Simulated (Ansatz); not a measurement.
**BBrF₂···SiH₄: density, localisation and related maps**

```yaml
atoms:
  - { symbol: B, position_ang: [-1.3140, -0.7902, -0.8968] }
  - { symbol: Br, position_ang: [-0.5749, -0.9538, -2.7447] }
  - { symbol: F, position_ang: [-1.1873, -1.7884, -0.0587] }
  - { symbol: F, position_ang: [-2.0111, 0.2697, -0.5715] }
  - { symbol: H, position_ang: [0.6280, 0.1029, -0.4273] }
  - { symbol: Si, position_ang: [1.0164, 0.6525, 0.8564] }
  - { symbol: H, position_ang: [2.2442, -0.0496, 1.3213] }
  - { symbol: H, position_ang: [-0.0852, 0.4495, 1.8342] }
  - { symbol: H, position_ang: [1.2838, 2.1073, 0.6870] }
```

Not at a stationary point (largest force 1.4 eV/Å).

All numbers below come from Ansatz 0.2.0, RKS B3LYP-D4/def2-SVP.

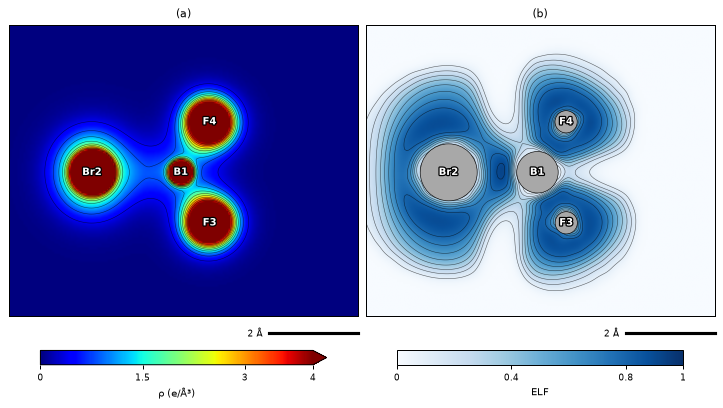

Figure 1. (a) electron density; (b) ELF on the plane of atoms Br2, B1 and F3. Grey discs cover the atomic cores in the ELF map.

Interpret the plot.

The section cuts through B, Br and F sites. B–F (1.31 Å): ρ is about 2.3 e/Å³ halfway; the ELF peaks at about 0.85 between the atoms; a polar covalent bond. B–Br (2.00 Å): the density is about 0.97 e/Å³ at the midpoint, with its minimum of 0.83 e/Å³ about 0.7 Å from B; the ELF peaks at about 0.90 between the atoms; a shared but strongly polarised pair. The ELF also peaks beside F3, Br2 and F4, away from the bonds: lone-pair regions.

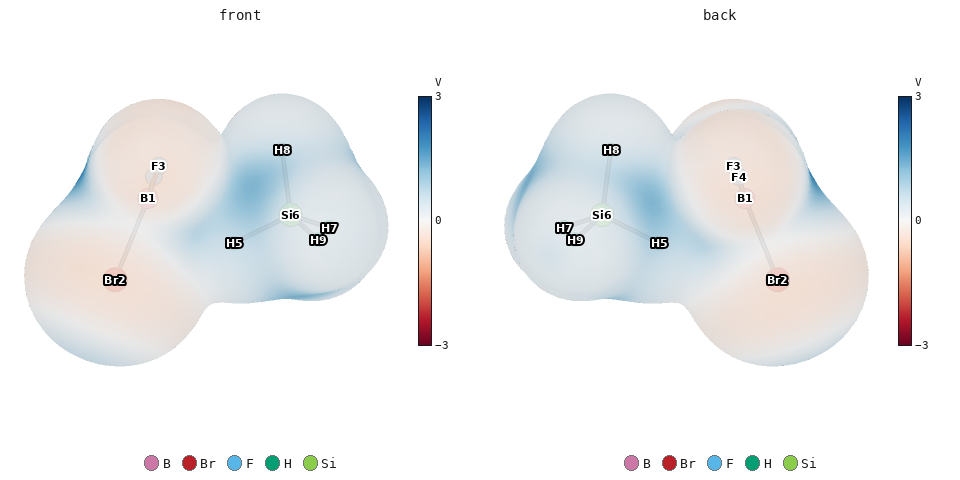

Figure 2. The molecular electrostatic potential painted on the density surface at 0.002 e/bohr³, seen from the front and from behind; the colour scale runs from red (negative) to blue (positive).

Describe the electrostatic potential map.

The most negative region (about −0.4 V) lies over Br2, F3 and F4, the most positive (about +2.0 V) over B1. Br2 shows a σ-hole: about +0.6 V at the tip opposite its bond, against about −0.2 V on its flanks.

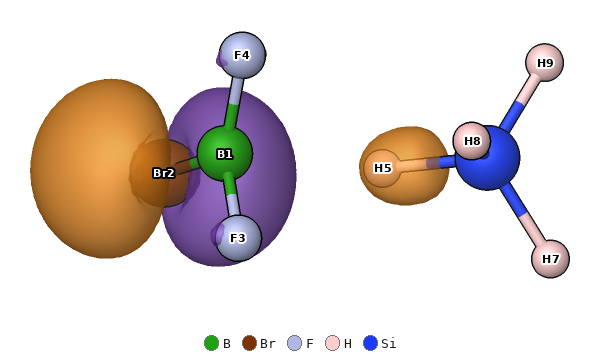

Figure 3. The HOMO−1 at ±0.15 Å⁻³ᐟ² (orange and purple are the two phases), seen from one side.

What is the character of this orbital?

By Hirshfeld shares it lies mainly on Br2 (about 85 %); largely a lone pair of Br2. Its energy is −8.44 eV.
